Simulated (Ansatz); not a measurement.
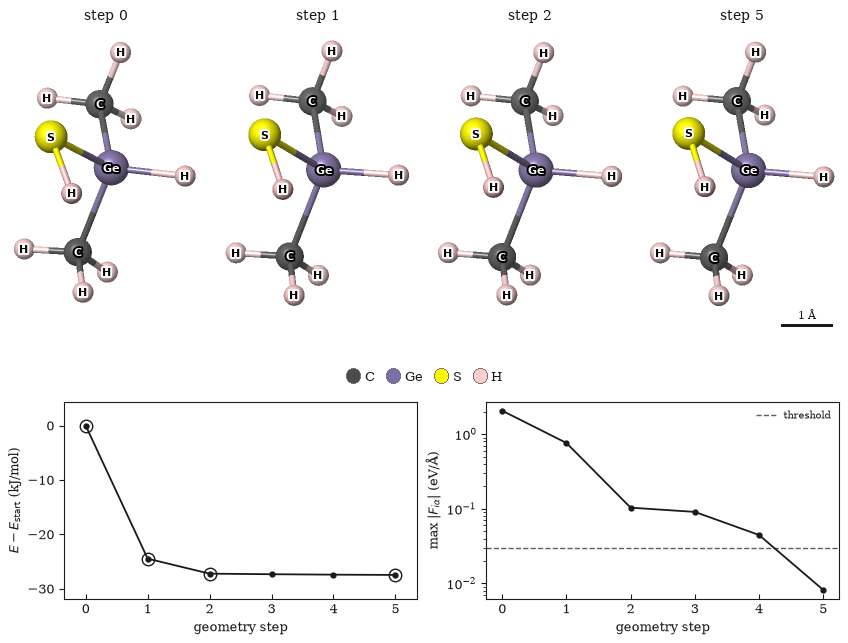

Frames of a relaxation of C$_{2}$H$_{8}$GeS (coarse preliminary run), marked on the history of the run. The picture is a ball-and-stick view, seen from a free direction.

The start comes from a force field.

Computed with RKS PBE-D4/def2-SVP in Ansatz 0.2.0.

Input
```yaml
crystal:
  periodic: [false, false, false]
  atoms:
    - {symbol: C, position_ang: [-0.677000, 1.002900, -1.263900]}
    - {symbol: Ge, position_ang: [-0.492600, -0.186400, 0.208800]}
    - {symbol: C, position_ang: [1.275600, 0.009200, 0.911400]}
    - {symbol: S, position_ang: [-0.706400, -2.255100, -0.506800]}
    - {symbol: H, position_ang: [-1.748200, 0.931500, -1.703700]}
    - {symbol: H, position_ang: [-0.577400, 2.103800, -0.921300]}
    - {symbol: H, position_ang: [0.043800, 0.820000, -2.063200]}
    - {symbol: H, position_ang: [-1.485300, 0.153000, 1.311400]}
    - {symbol: H, position_ang: [1.459500, 1.065300, 1.322200]}
    - {symbol: H, position_ang: [1.447300, -0.694500, 1.795400]}
    - {symbol: H, position_ang: [2.037700, -0.220600, 0.151600]}
    - {symbol: H, position_ang: [-0.500000, -2.784300, 0.792200]}
basis:
  gaussian: {orbitals: def2-SVP}
hamiltonian: {xc: pbe, dispersion: d4}
relax: {f_tol: 0.03, max_steps: 200}
```

Run as
```bash
ansatz run in.yaml --threads 4 --pin off --events-out ev --progress --plain --max-ram 10444MiB
```

**Describe the path.**

The energy falls by 27.5 kJ/mol in 5 geometry steps. The largest force component goes from 2.1 to 0.0082 eV/Å. The atom that moves furthest after the best rigid fit is H12 (0.15 Å). By element the largest moves are H 0.15 Å, C 0.11 Å, S 0.07 Å, Ge 0.07 Å. Among the contacts that change: Ge2–S4 2.199 → 2.262 Å, C1–Ge2 1.902 → 1.963 Å, S4–H12 1.418 → 1.363 Å, Ge2–C3 1.913 → 1.966 Å. Among the angles between lasting bonds that change: C1–Ge2–S4 109.1° → 104.8°, H5–C1–H6 104.5° → 108.7°, Ge2–C1–H7 113.5° → 110.0°. From step 0 to 1: C and H atoms move most (0.09 Å), energy −24.5 kJ/mol. From step 1 to 2: H12 moves most (0.05 Å), energy −2.76 kJ/mol. From step 2 to 5: S4 moves most (0.02 Å), energy −0.24 kJ/mol.
